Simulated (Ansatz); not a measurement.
**Loss of HF: C2HClF4 → C2ClF3 + HF**

Species: C2HClF4 `FC(Cl)C(F)(F)F`, singlet; C2ClF3 (chlorotrifluoroethylene) `FC(F)=C(F)Cl`, singlet; HF (hydrogen fluoride), singlet. 

Shapes, held fixed at every level: PBE0-D4/def2-TZVP. Programs: Ansatz 0.2.0. The zero-point and thermal change to 298 K, harmonic and unscaled (PBE0-D4/def2-TZVP), is -10.3 kJ/mol.

| level | kind | ΔH(298 K) (kJ/mol) | less CCSD(T)/CBS estimate | CPU time (sum over the molecules) |
| --- | --- | --- | --- | --- |
| r2SCAN-D4/def2-TZVPP | meta-GGA | +156.6 | +10.4 | 38 s |
| wB97M-V/def2-TZVPP | range-separated hybrid | +157.0 | +10.8 | 83 s |
| wB97X-V/def2-TZVPP | range-separated hybrid | +165.8 | +19.6 | 55 s |
| B2PLYP/def2-TZVPP | double hybrid | +141.3 | -4.9 | 61 s |
| CCSD(T)/def2-SVP | coupled cluster or CI | +175.1 | +28.9 | 67 s |
| CCSD/def2-SVP | coupled cluster or CI | +177.6 | +31.4 | – |
| CCSD(T)/def2-TZVPP | coupled cluster or CI | +150.2 | +4.0 | 16 min |
| CCSD(T)/CBS estimate | coupled cluster or CI | +146.2 | 0.0 | 19 min |

The highest level, CCSD(T)/CBS estimate, gives ΔH(298 K) = +146.2 kJ/mol; the levels span +141.3 to +177.6. The column of differences is taken from that level and isn't an error. No measured value is set beside it here. The CBS estimate extrapolates MP2 from def2-TZVPP and def2-QZVPP and adds CCSD(T) − MP2 in the triple-zeta set, cores frozen. Times are processor times on shared x86 and Arm servers, and rough.

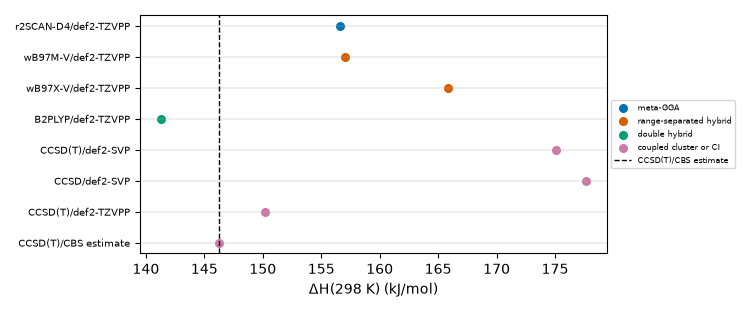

The values of the table, level by level.
